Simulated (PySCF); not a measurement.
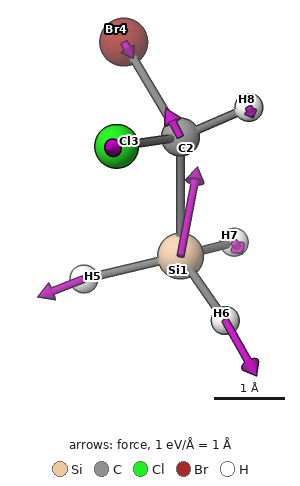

Starting geometry of CH4BrClSi with the computed forces as purple arrows. Style: ball-and-stick. Shown from a free direction.

The start comes from GFN2-xTB. Its atoms were then displaced at random by about 0.01 Å.

Method: PBE0-D3(BJ)/def2-SVP geometry optimisation, gas phase in PySCF 2.14.0, density-fitted response routines. 

### What follows when this structure is relaxed?

It isn't relaxed: the largest force vector, on Si1, is 1.44 eV/Å. The final displacements follow the starting forces only in part (cosine between the two patterns 0.72). After 3 geometry steps the energy has fallen by 0.074 eV. The largest move after the best rigid fit is that of Si1, 0.044 Å. Largest moves by element: Si 0.044 Å, Cl 0.042 Å, C 0.039 Å, H 0.037 Å, Br 0.016 Å. Among the contacts that change: Si1–H6 1.436 → 1.492 Å, Si1–H5 1.451 → 1.488 Å, C2–Br4 1.970 → 1.946 Å, C2–Cl3 1.767 → 1.777 Å. Among the angles between lasting bonds that change: Si1–C2–H8 116.7° → 113.1°, C2–Si1–H7 105.1° → 108.5°, H5–Si1–H6 113.9° → 110.7°. Cost: 18 s on 1 thread of Arm Neoverse V1, with other jobs on the host.
